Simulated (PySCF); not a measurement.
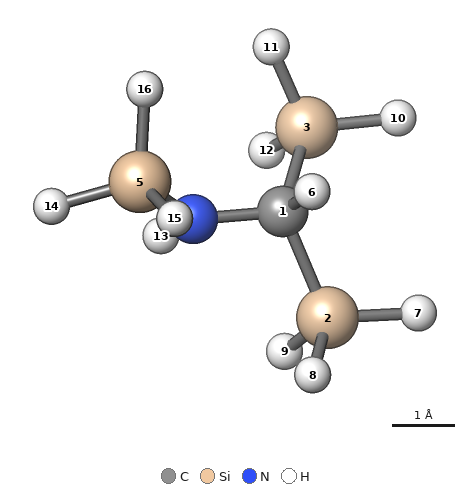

Fig. 1: The structure (ball-and-stick view, seen at a tilt; atoms are numbered from 1 in the order of the input). Bond lengths as drawn: C–H 1.11 Å, C–N 1.46 Å, C–Si 1.90 Å, H–N 1.01 Å, H–Si 1.49 to 1.50 Å and N–Si 1.73 Å.

# CH11NSi3: NMR shielding calculation

CH11NSi3, SMILES [SiH3]NC([SiH3])[SiH3], computed with GIAO PBE0/pcSseg-1 NMR shielding, non-relativistic, gas phase (PySCF 2.14.0).

The geometry comes from this level: PBE0-D3(BJ)/def2-SVP. Figures and captions count atoms from 1; the log counts them from 0 in places.

**Input file**
```
{"job": {"kind": "nmr", "xc": "PBE0", "basis": "pcSseg-1"}, "charge": 0, "multiplicity": 1}
C      0.209576    -0.101696     0.376402
Si    -0.383301    -1.636517     1.323459
Si     2.024584    -0.137493    -0.185438
N     -0.681627     0.136791    -0.759015
Si    -1.458908     1.646779    -1.107427
H      0.122109     0.741529     1.087390
H      0.531315    -1.969193     2.460897
H     -1.765178    -1.411057     1.844156
H     -0.407503    -2.794217     0.375594
H      2.959946    -0.372325     0.958885
H      2.367802     1.154369    -0.854321
H      2.192041    -1.245478    -1.177606
H     -0.649876    -0.577915    -1.477566
H     -2.315228     1.420011    -2.308214
H     -2.293376     2.073929     0.059330
H     -0.506172     2.771762    -1.387935
```

The first line tells a small driver script what to run in PySCF; the rest is the geometry in Å.

Hardware: 1 CPU thread, shared host.

Launch command:
```bash
OMP_NUM_THREADS=1 python <driver script> task.json out
```

**The program's output**
```
coarse grid: 13840 points
cycle   1  E = -967.3537221851  dE = -6.550e-02  |g| = 3.462e-01  |ddm| = 3.470e+00
cycle   2  E = -967.3282372308  dE =  2.548e-02  |g| = 4.789e-01  |ddm| = 7.720e-01
cycle   3  E = -967.3799085262  dE = -5.167e-02  |g| = 5.851e-02  |ddm| = 5.354e-01
cycle   4  E = -967.3806855909  dE = -7.771e-04  |g| = 1.036e-02  |ddm| = 7.016e-02
cycle   5  E = -967.3807006620  dE = -1.507e-05  |g| = 5.233e-03  |ddm| = 1.399e-02
cycle   6  E = -967.3807071520  dE = -6.490e-06  |g| = 9.181e-04  |ddm| = 5.004e-03
final grid: 117072 points
cycle   7  E = -967.4066202161  dE = -1.213e-05  |g| = 6.225e-03  |ddm| = 1.681e-02
cycle   8  E = -967.4066076369  dE =  1.258e-05  |g| = 9.411e-03  |ddm| = 1.547e-02
cycle   9  E = -967.4066296203  dE = -2.198e-05  |g| = 5.496e-04  |ddm| = 9.523e-03
cycle  10  E = -967.4066296638  dE = -4.347e-08  |g| = 2.446e-04  |ddm| = 6.076e-04
cycle  11  E = -967.4066296768  dE = -1.299e-08  |g| = 3.242e-05  |ddm| = 2.006e-04
cycle  12  E = -967.4066296770  dE = -2.351e-10  |g| = 6.081e-06  |ddm| = 4.538e-05
```

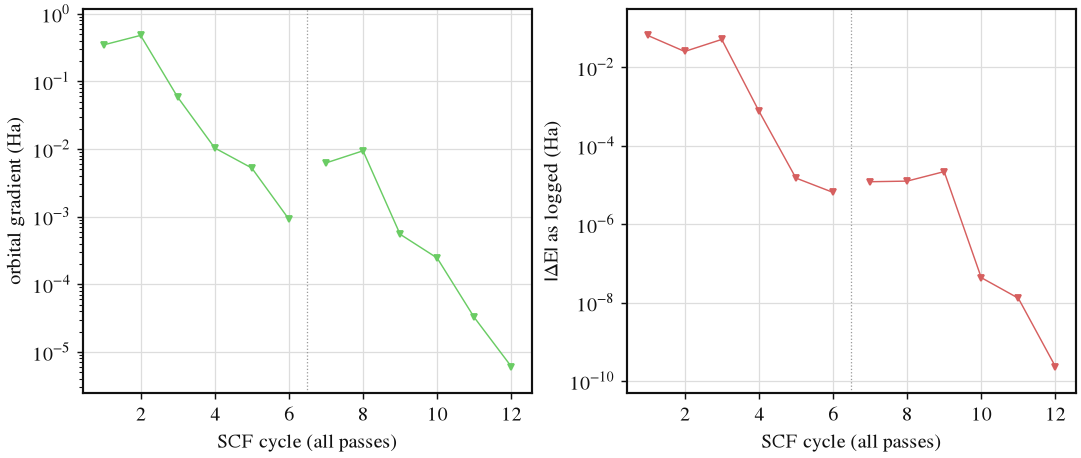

Fig. 2: Convergence of the self-consistent field: orbital gradient and size of the energy change against the SCF cycle. The dotted line marks the change from a coarse to the final integration grid. The first 6 cycles use a coarse grid, the final grid takes over at cycle 7, and the field converges after 12 cycles in all.

```
converged SCF energy = -967.4066296770

GIAO shielding tensors (ppm)
atom      isotropic    diamagn.    paramagn.     s11        s22        s33       span
  0 C      163.396     251.818     -88.422    137.278    146.361    206.547     69.269
  1 Si     415.399     879.528    -464.129    375.649    400.797    469.751     94.101
  2 Si     418.363     879.851    -461.488    382.205    402.830    470.055     87.849
  3 N      257.788     323.452     -65.663    208.346    266.351    298.668     90.321
  4 Si     406.663     879.656    -472.993    358.997    382.201    478.792    119.796
  5 H       29.302      32.755      -3.453     26.423     28.152     33.332      6.908
  6 H       27.191      28.520      -1.329     23.559     25.147     32.866      9.307
  7 H       27.186      28.647      -1.461     23.621     25.695     32.242      8.621
  8 H       27.565      29.135      -1.570     24.550     26.132     32.013      7.463
  9 H       27.196      28.692      -1.497     23.624     25.013     32.950      9.326
 10 H       27.141      29.046      -1.905     23.438     25.963     32.023      8.585
 11 H       27.581      29.320      -1.739     24.631     26.093     32.020      7.389
 12 H       32.060      34.799      -2.738     22.804     31.486     41.891     19.087
 13 H       26.716      28.512      -1.796     23.398     24.600     32.151      8.753
 14 H       26.679      29.216      -2.537     22.765     25.469     31.803      9.039
 15 H       26.519      29.037      -2.518     22.379     25.331     31.848      9.469
```

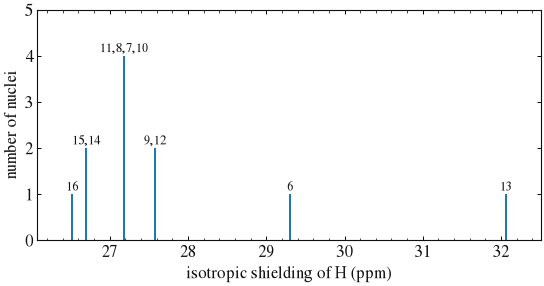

Fig. 3: Isotropic shieldings of the hydrogen nuclei in this fixed geometry, labelled by atom number; shielding grows to the right, so chemical shift grows to the left. The least shielded is H16 (26.5 ppm), the most shielded H13 (32.1 ppm).

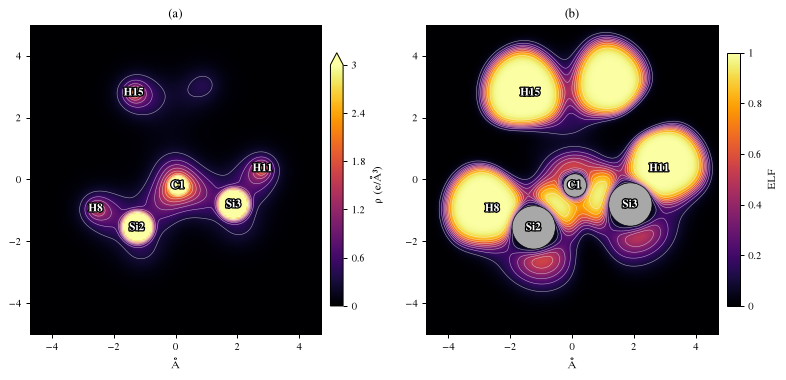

Fig. 4: (a) total electron density; (b) electron localisation function on the plane of atoms Si2, C1 and Si3. Grey discs, where drawn, cover atomic cores. Atoms in the plane: C, Si and H. C–Si (1.90 Å): ρ is about 0.92 e/Å³ halfway; the ELF peaks at about 0.95 between the atoms (localised, shared-pair bonding).

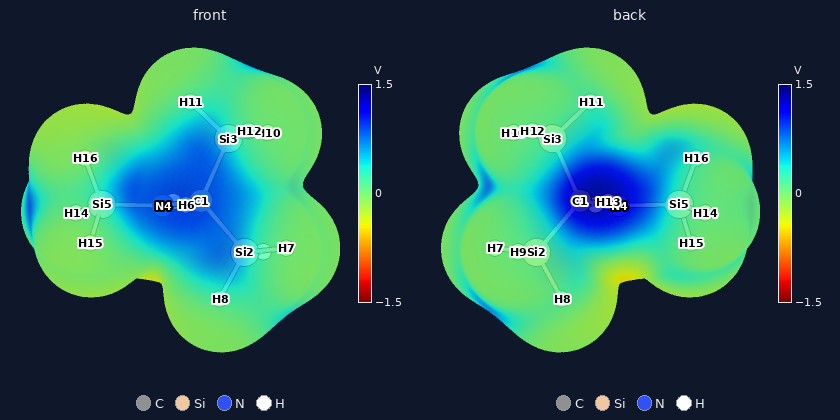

Fig. 5: The electrostatic potential painted on the density surface at 0.001 e/bohr³, seen face on and from behind; the colour scale runs from red (negative) to blue (positive). A positive charge is drawn to the negative regions and a negative charge to the positive ones. Its dipole moment is 0.15 D.

**Results in brief**

| quantity | value |
| --- | --- |
| outcome | converged |
| total energy | −967.406630 hartree |
| HOMO | −6.53 eV |
| LUMO | 0.09 eV |
| dipole moment | 0.15 D |
| isotropic shielding, C | 163.4 ppm |
| isotropic shielding, Si | 406.7 to 418.4 ppm |
| isotropic shielding, N | 257.8 ppm |
| isotropic shielding, H | 26.5 to 32.1 ppm |
| wall time | 27 s |
| peak memory | 0.9 GiB |
